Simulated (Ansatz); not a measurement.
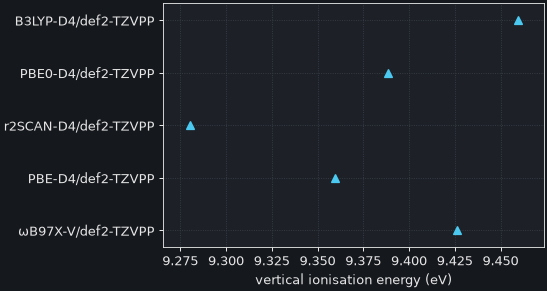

Vertical ionisation energy of C₂H₃N, SMILES C=C=N, taken as the energy of the cation less that of the neutral at fixed geometry (unrestricted doublet cation, cores frozen in correlated methods, no spin-orbit coupling), the Ansatz code, at a PBE0-D4/def2-TZVP geometry (a minimum by its frequencies).

What range do the values span?

Answer. From 9.28 eV (r2SCAN-D4/def2-TZVPP) to 9.46 eV (B3LYP-D4/def2-TZVPP).

Give the values.

Answer.
| level | eV |
| --- | --- |
| B3LYP-D4/def2-TZVPP | 9.46 |
| PBE0-D4/def2-TZVPP | 9.39 |
| r2SCAN-D4/def2-TZVPP | 9.28 |
| PBE-D4/def2-TZVPP | 9.36 |
| ωB97X-V/def2-TZVPP | 9.43 |
